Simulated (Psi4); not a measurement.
# BH2F (SMILES BF): a chain of runs

Aim: a geometry optimisation (singlet BH2F, r2SCAN/def2-SVP), then the energy (doublet BH2F+, U-r2SCAN/def2-SVP), then a geometry optimisation (doublet BH2F+, U-r2SCAN/def2-SVP), then a single-point energy (singlet BH2F, r2SCAN/def2-SVP) of BFH2. 

The calculation is run with Psi4 1.11.

**1. The structure to begin with**

The species is BH2F (4 atoms), meant as a singlet with charge 0. SMILES: `BF`. All atoms were displaced at random from a relaxed shape. The run starts from this shape.

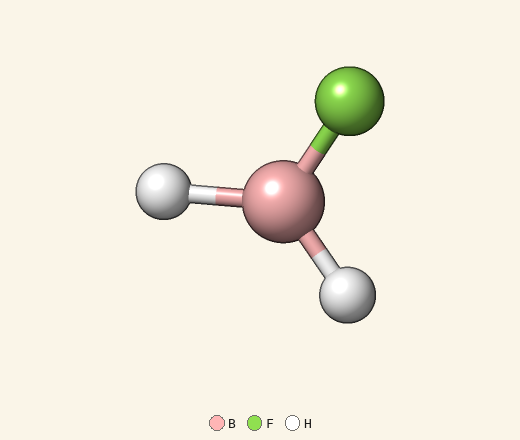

Viewed from a chosen angle; boron pink, fluorine green, hydrogen white.

**2. A geometry optimisation at r2SCAN/def2-SVP (density fitting) (run 1)**

Input file bfh2.in:

```
memory 1.6 GB

molecule {
  0 1
  B     -0.002116    -0.049504    -0.080127
  F      1.011474    -0.304864     0.716535
  H     -0.963640    -0.667933     0.281621
  H      0.086500     0.890148    -0.943984
}

set {
  basis def2-SVP
}

energy_value = opt('r2scan')
```

The run is started by

```console
$ psi4 -n 1 bfh2.in bfh2.out
```

bfh2.out:

```text
[...]
  Running in c1 symmetry.
[...]
  Nuclear repulsion =   27.068568570782485
[...]
  Multiplicity = 1
[...]
  Nalpha       = 8
  Nbeta        = 8
[...]
    Number of basis functions: 38
[...]
   @DF-RKS iter   1:  -125.71388777449182   -4.25016e-01   7.84267e-03 ADIIS/DIIS
[...]
   @DF-RKS iter   6:  -125.75924891884883   -2.27374e-13   1.79298e-09 DIIS
[...]
  @DF-RKS Final Energy:  -125.75924891884883
   => Energetics <=
    Nuclear Repulsion Energy =             27.0605525467688643
    One-Electron Energy =                -226.8191933974097765
    Two-Electron Energy =                  89.1844246421512281
    DFT Exchange-Correlation Energy =     -15.1850327103591329
    Empirical Dispersion Energy =           0.0000000000000000
    VV10 Nonlocal Energy =                  0.0000000000000000
    Total Energy =                       -125.7592489188488258
[...]
 Multipole Moments:
 ------------------------------------------------------------------------------------
     Multipole            Electronic (a.u.)      Nuclear  (a.u.)        Total (a.u.)
 ------------------------------------------------------------------------------------
 L = 1.  Multiply by 2.5417464519 to convert [e a0] to [Debye]
 Dipole X            :          1.6930868           -1.8654687           -0.1723819
 Dipole Y            :         -0.3946417            0.4348304            0.0401888
 Dipole Z            :          1.1314142           -1.2467519           -0.1153377
 Magnitude           :                                                    0.2112663
[...]
  -Total Gradient:
     Atom            X                  Y                   Z
    ------   -----------------  -----------------  -----------------
       1       -0.000248568480     0.000069032164    -0.000202999905
       2       -0.000064473741     0.000012298769    -0.000032636346
       3       -0.000109438036     0.000040730813    -0.000080557371
       4       -0.000132906314     0.000007584191    -0.000054949036
[...]
    Final optimized geometry and variables:
    Molecular point group: c1
    Full point group: C1
    Geometry (in Angstrom), charge = 0, multiplicity = 1:
    B           -0.610265904079     0.142239026829    -0.407945930919
    F            0.467193380852    -0.108893830890     0.312291789338
    H           -1.613564865959    -0.484304796832    -0.158340871754
    H           -0.527009585551     0.983256504361    -1.272308247179
    Psi4 run time: 0:00:24.11
[...]
```

The script printed:

```text
Optimizer: Optimization complete!
```

It took 26 s on 1 thread of Intel Xeon Platinum 8375C at 2.90GHz (Ice Lake), shared host; peak memory 0.47 GiB.

Step by step:

```
step  energy from the first frame kept (eV)  largest force (eV/Å)
   0                                 0.0000                1.4897
   1                                -0.1294                0.5730
   2                                 0.0197                1.9009
   3                                -0.1173                0.8039
   4                                -0.1432                0.1072
   5                                -0.1434                0.0474
   6                                -0.1434                0.0169
```

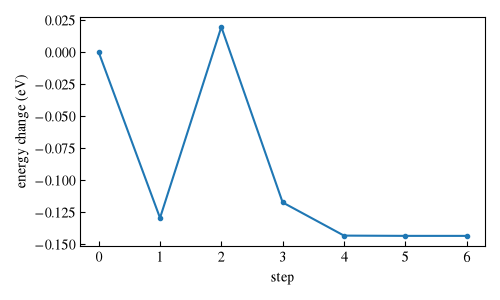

Energy along the run.

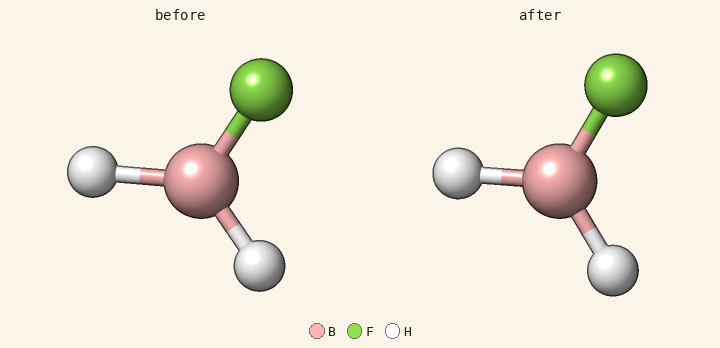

Before and after, at one scale.

After the run. Bond lengths: B1–F2 1.320 Å, B1–H3 1.209 Å, B1–H4 1.209 Å. Angles: F2–B1–H3 117.8°, F2–B1–H4 117.8°, H3–B1–H4 124.4°.

**3. The doublet cation: the energy at U-r2SCAN/def2-SVP (density fitting) (run 2)**

Input file bfh2.inp:

```
memory 1600 MB

molecule geom {
  1 2
  B     -0.038524    -0.048652    -0.031242
  F      1.038935    -0.299785     0.688996
  H     -1.041823    -0.675196     0.218363
  H      0.044732     0.792365    -0.895604
}

set basis def2-SVP
set reference uks

energy("r2scan")
```

The run is started by

```console
$ psi4 -n 1 bfh2.inp bfh2.out
```

bfh2.out:

```text
[...]
  Running in c1 symmetry.
[...]
  Nuclear repulsion =   27.060554525103388
[...]
  Multiplicity = 2
[...]
  Nalpha       = 8
  Nbeta        = 7
[...]
    Number of basis functions: 38
[...]
   @DF-UKS iter   1:  -125.30543852452250   -1.61878e-02   2.20625e-03 ADIIS/DIIS
[...]
   @DF-UKS iter   8:  -125.31169694999095   -5.09282e-09   2.87567e-07 DIIS
[...]
   @S^2 Observed:                7.575734141E-01
[...]
    Orbital Energies [Eh]
    ---------------------
    Alpha Occupied:
       1A    -24.890373     2A     -7.085318     3A     -1.521879
       4A     -0.873554     5A     -0.811909     6A     -0.782764
       7A     -0.764753     8A     -0.682662
    Alpha Virtual:
       9A     -0.378124    10A     -0.171634    11A     -0.159887
      12A     -0.092727    13A     -0.033399    14A      0.019428
      15A      0.058780    16A      0.146969    17A      0.349085
      18A      0.355723    19A      0.503571    20A      0.665940
      21A      0.772966    22A      0.882683    23A      0.928959
      24A      0.976842    25A      1.003891    26A      1.130436
[...]
  @DF-UKS Final Energy:  -125.31169694999095
   => Energetics <=
    Nuclear Repulsion Energy =             27.0605545251033881
    One-Electron Energy =                -221.1574375262356682
    Two-Electron Energy =                  83.5784111328290464
    DFT Exchange-Correlation Energy =     -14.7932250816877122
    Empirical Dispersion Energy =           0.0000000000000000
    VV10 Nonlocal Energy =                  0.0000000000000000
    Total Energy =                       -125.3116969499909459
[...]
 Multipole Moments:
 ------------------------------------------------------------------------------------
     Multipole            Electronic (a.u.)      Nuclear  (a.u.)        Total (a.u.)
 ------------------------------------------------------------------------------------
 L = 1.  Multiply by 2.5417464519 to convert [e a0] to [Debye]
 Dipole X            :          0.5086801           -1.8654688           -1.3567887
 Dipole Y            :         -0.1186412            0.4348300            0.3161888
 Dipole Z            :          0.3398626           -1.2467519           -0.9068893
 Magnitude           :                                                    1.6623174
[...]
```

Run time: 6 s. Hardware: 1 thread of Intel Xeon Platinum 8375C at 2.90GHz (Ice Lake), shared host; peak memory 0.43 GiB.

**4. The doublet cation: a structure relaxation at U-r2SCAN/def2-SVP (density fitting) (run 3)**

Input file input.in:

```
memory 1600 mb

molecule {
  1 2
  B     -0.038524    -0.048652    -0.031242
  F      1.038935    -0.299785     0.688996
  H     -1.041823    -0.675196     0.218363
  H      0.044732     0.792365    -0.895604
  symmetry c1
}

set {
  basis def2-SVP
  reference uks
}

opt('r2scan')
```

The run is started by

```console
$ psi4 -i input.in -o input.out -n 1
```

input.out:

```text
[...]
  Running in c1 symmetry.
[...]
  Nuclear repulsion =   27.060554525103388
[...]
  Multiplicity = 2
[...]
  Nalpha       = 8
  Nbeta        = 7
[...]
    Number of basis functions: 38
[...]
   @DF-UKS iter   1:  -125.30543852452250   -1.61878e-02   2.20625e-03 ADIIS/DIIS
[...]
   @DF-UKS iter   7:  -125.32959163913496   -1.66267e-12   9.69390e-09 DIIS
[...]
   @S^2 Observed:                7.566470835E-01
[...]
  @DF-UKS Final Energy:  -125.32959163913496
   => Energetics <=
    Nuclear Repulsion Energy =             27.6283183033122164
    One-Electron Energy =                -222.3291160774139428
    Two-Electron Energy =                  84.1860800956865205
    DFT Exchange-Correlation Energy =     -14.8148739607197655
    Empirical Dispersion Energy =           0.0000000000000000
    VV10 Nonlocal Energy =                  0.0000000000000000
    Total Energy =                       -125.3295916391349607
[...]
 Multipole Moments:
 ------------------------------------------------------------------------------------
     Multipole            Electronic (a.u.)      Nuclear  (a.u.)        Total (a.u.)
 ------------------------------------------------------------------------------------
 L = 1.  Multiply by 2.5417464519 to convert [e a0] to [Debye]
 Dipole X            :          0.8073400           -2.3231053           -1.5157653
 Dipole Y            :         -0.1882326            0.5415914            0.3533588
 Dipole Z            :          0.5394987           -1.5524949           -1.0129962
 Magnitude           :                                                    1.8570321
[...]
  -Total Gradient:
     Atom            X                  Y                   Z
    ------   -----------------  -----------------  -----------------
       1       -0.000170201369     0.000039236814    -0.000116749224
       2       -0.000153640771     0.000036125345    -0.000101511594
       3       -0.000151073076     0.000041940600    -0.000107108013
       4       -0.000159210146     0.000030576131    -0.000098365624
[...]
    Final optimized geometry and variables:
    Molecular point group: c1
    Full point group: C1
    Geometry (in Angstrom), charge = 1, multiplicity = 2:
    B           -0.555653949133     0.129541243185    -0.371360868116
    F            0.458936173521    -0.106993090833     0.306715515433
    H           -1.759666488932    -0.332425141827    -0.381850561720
    H           -0.821823717023     0.934254579421    -1.343329669988
    Psi4 run time: 0:00:50.84
[...]
```

The script printed:

```text
Optimizer: Optimization complete!
```

Wall time 52 s (1 thread of Intel Xeon Platinum 8375C at 2.90GHz (Ice Lake), shared host); peak memory 0.47 GiB.

The path in brief:

```
step  energy from the first frame kept (eV)  largest force (eV/Å)
   0                                 0.0000                5.4041
   1                                -0.2841                2.4555
   2                                -0.4079                0.9932
   3                                -0.4621                0.3708
   4                                -0.4850                0.1862
   5                                -0.4860                0.1057
   6                                -0.4676                0.6094
   7                                -0.4868                0.0680
   8                                -0.4869                0.0108
```

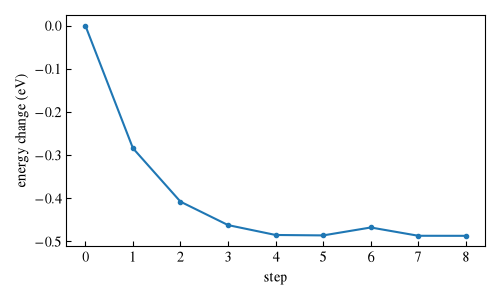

Energy along the run.

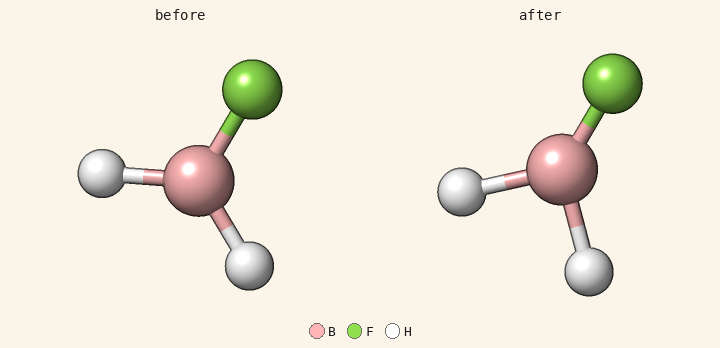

Before and after, at one scale.

After the run. Bond lengths: B1–F2 1.243 Å, B1–H3 1.290 Å, B1–H4 1.290 Å. Angles: F2–B1–H3 134.3°, F2–B1–H4 134.3°, H3–B1–H4 91.4°.

**5. A single-point energy at r2SCAN/def2-SVP (density fitting) (run 4)**

Input file bfh2.xyz:

```xyz
4
BFH2
B      0.016088    -0.061350     0.005343
F      1.030678    -0.297884     0.683420
H     -1.187925    -0.523316    -0.005146
H     -0.250082     0.743363    -0.966626
```

Input file run.py:

```python
import psi4

psi4.set_memory(1600000000)
psi4.set_num_threads(1)
psi4.core.set_output_file('output.dat', False)

with open('bfh2.xyz') as f:
    atoms = ''.join(f.readlines()[2:])
geom = psi4.geometry('0 1\n' + atoms + '')

energy_value, wavefunction = psi4.energy("r2scan/def2-SVP", return_wfn=True)
print(f'r2scan/def2-SVP energy: {energy_value:.10f} Eh')
```

The run is started by

```console
$ python run.py
```

output.dat:

```text
[...]
  Running in c1 symmetry.
[...]
  Nuclear repulsion =   27.628314643912375
[...]
  Multiplicity = 1
[...]
  Nalpha       = 8
  Nbeta        = 8
[...]
    Number of basis functions: 38
[...]
   @DF-RKS iter   1:  -125.68542117785515   -3.49495e-01   7.91986e-03 DIIS/ADIIS
[...]
   @DF-RKS iter   7:  -125.72748973717059   -4.33558e-09   4.46347e-07 DIIS
[...]
    Orbital Energies [Eh]
    ---------------------
    Doubly Occupied:
       1A    -24.547992     2A     -6.719848     3A     -1.217049
       4A     -0.551901     5A     -0.469189     6A     -0.468489
       7A     -0.430234     8A     -0.250261
[...]
  @DF-RKS Final Energy:  -125.72748973717059
   => Energetics <=
    Nuclear Repulsion Energy =             27.6283146439123755
    One-Electron Energy =                -227.5584995919259370
    Two-Electron Energy =                  89.3735453836804936
    DFT Exchange-Correlation Energy =     -15.1708501728375129
    Empirical Dispersion Energy =           0.0000000000000000
    VV10 Nonlocal Energy =                  0.0000000000000000
    Total Energy =                       -125.7274897371705862
[...]
 Multipole Moments:
 ------------------------------------------------------------------------------------
     Multipole            Electronic (a.u.)      Nuclear  (a.u.)        Total (a.u.)
 ------------------------------------------------------------------------------------
 L = 1.  Multiply by 2.5417464519 to convert [e a0] to [Debye]
 Dipole X            :          2.4098293           -2.3231058            0.0867234
 Dipole Y            :         -0.5617986            0.5415912           -0.0202074
 Dipole Z            :          1.6104077           -1.5524950            0.0579127
 Magnitude           :                                                    0.1062223
[...]
```

On the terminal:

```text
r2scan/def2-SVP energy: -125.7274897372 Eh
```

It took 4.5 s on 1 thread of Intel Xeon Platinum 8375C at 2.90GHz (Ice Lake), shared host; peak memory 0.43 GiB.

**6. Outcome**

| quantity | value |
| --- | --- |
| run 1, r2SCAN/def2-SVP: total energy at the end | -125.75925 Eh |
| run 1, r2SCAN/def2-SVP: dipole moment | 0.54 D |
| run 1, r2SCAN/def2-SVP: HOMO energy | -8.00 eV |
| run 1, r2SCAN/def2-SVP: LUMO energy | -1.62 eV |
| run 1, r2SCAN/def2-SVP: HOMO–LUMO gap | 6.38 eV |
| doublet cation, run 2: total energy | -125.31170 Eh |
| doublet cation, run 2: HOMO energy (highest over α and β) | -18.58 eV |
| doublet cation, run 2: LUMO energy (lowest over α and β) | -16.34 eV |
| doublet cation, run 2: ⟨S²⟩ | 0.758 |
| doublet cation, run 3: total energy at the end | -125.32959 Eh |
| doublet cation, run 3: HOMO energy (highest over α and β) | -17.31 eV |
| doublet cation, run 3: LUMO energy (lowest over α and β) | -14.74 eV |
| doublet cation, run 3: ⟨S²⟩ | 0.757 |
| run 4, r2SCAN/def2-SVP: total energy | -125.72749 Eh |
| run 4, r2SCAN/def2-SVP: dipole moment | 0.27 D |
| run 4, r2SCAN/def2-SVP: HOMO energy | -6.81 eV |
| run 4, r2SCAN/def2-SVP: LUMO energy | -1.42 eV |
| run 4, r2SCAN/def2-SVP: HOMO–LUMO gap | 5.39 eV |
| adiabatic ionisation energy (to the doublet cation, no zero-point term) | 11.692 eV |

In words: The adiabatic ionisation energy (to the doublet cation, no zero-point term) is 11.69 eV (270 kcal/mol). The optimisation (run 1, r2SCAN/def2-SVP) took 7 steps and changed the energy by -0.143 eV. The optimisation (doublet cation, run 3) took 9 steps and changed the energy by -0.487 eV.
